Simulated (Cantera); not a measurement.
Input: 1 mol SiH₂Cl₂, a varied amount of H₂, held at 873 K and 1.80 Torr.

Method: chemical equilibrium by Gibbs-energy minimisation in Cantera with the NASA 1993 tables (ideal gas, pure condensed phases). Candidate condensed phases: Si; 19 gas species. The tables' values for SiCl₃ are old estimates; treat these amounts as uncertain. Rates play no part.

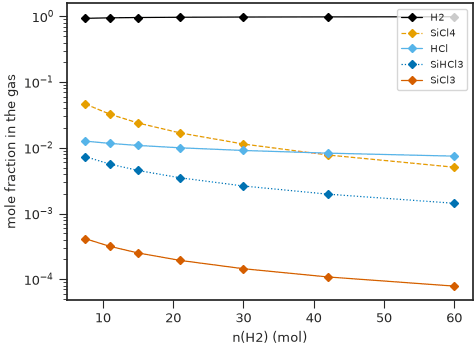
Figure: Equilibrium gas composition (values under 1e-9 drawn at 1e-9)

Read off the mole fractions at 11 mol H₂.

H₂ about 0.95, SiCl₄ about 0.032, HCl about 0.012, SiHCl₃ about 0.0057, SiCl₃ about 0.00032.
